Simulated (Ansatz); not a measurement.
# Which metal contacts arsenene? The Schottky-Mott estimate

If a metal and one layer of arsenene lined up by their vacuum levels alone, the barrier for electrons would be the work function less the affinity, and that for holes the ionisation energy less the work function. What does that give for common contact metals?

Set-up. Ansatz 0.2.0, plane waves with PAW datasets (its set soft_2), PBE. Layers: cell and atoms relaxed with a dispersion term, band edges read against the vacuum level. Here the gap is 1.53 eV, the ionisation energy 5.26 eV and the affinity 3.73 eV. Metals: relaxed slabs of 7 layers at the tabulated experimental lattice constant, Fermi-Dirac smearing of 0.1 eV, Ni with spin. Labels allow 0.1 eV either way.

What came out:

| metal | work function (eV) | barrier for electrons (eV) | barrier for holes (eV) | by the rule |
| --- | --- | --- | --- | --- |
| Sc(0001) | 3.59 | −0.14 | 1.67 | no barrier for electrons |
| Al(111) | 4.03 | 0.30 | 1.23 | favours electrons |
| Hf(0001) | 4.33 | 0.60 | 0.93 | favours electrons |
| Ti(0001) | 4.37 | 0.64 | 0.89 | favours electrons |
| Ag(111) | 4.49 | 0.76 | 0.77 | mid-gap |
| Mo(110) | 4.56 | 0.83 | 0.70 | mid-gap |
| Cu(111) | 4.82 | 1.09 | 0.44 | favours holes |
| W(110) | 4.84 | 1.11 | 0.42 | favours holes |
| Ru(0001) | 5.01 | 1.28 | 0.25 | favours holes |
| Ni(111) | 5.06 | 1.33 | 0.20 | favours holes |
| Pd(111) | 5.24 | 1.51 | 0.02 | at the valence edge |
| Au(111) | 5.27 | 1.54 | −0.01 | at the valence edge |
| Pt(111) | 5.71 | 1.98 | −0.45 | no barrier for holes |

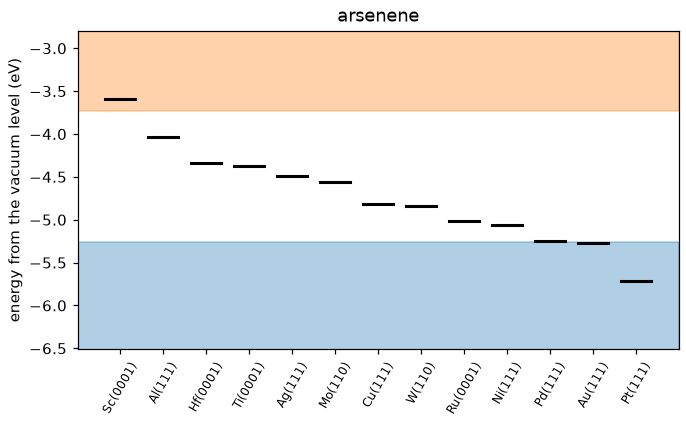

Fermi levels of the metals (black) against the layer's valence band (blue) and conduction band (orange).

What this shows: By the rule the Fermi level lies over the conduction edge for 1, inside the gap for 10 and under the valence edge for 2 of the 13 metals. The middle of the gap lies 4.50 eV under the vacuum level: metals with a smaller work function favour electrons, those with a larger one holes. Worked for Cu(111): 4.82 − 3.73 = 1.09 eV and 5.26 − 4.82 = 0.44 eV, which add up to the gap, 1.53 eV.

What the numbers leave out: This is the limit without any interaction. A real contact lowers the metal's work function by compressing its electron tail, moves charge and can pin the Fermi level, so barriers at bonded contacts depend far less on the metal; van der Waals contacts come nearer to the rule. The layer is built from a prototype, and its stability was not tested. PBE gaps usually lie under quasiparticle gaps, which makes the two barriers together too small, and a missing barrier can be an artefact of that. Spin-orbit coupling is left out. The table is a selection: not every member that was run is listed.
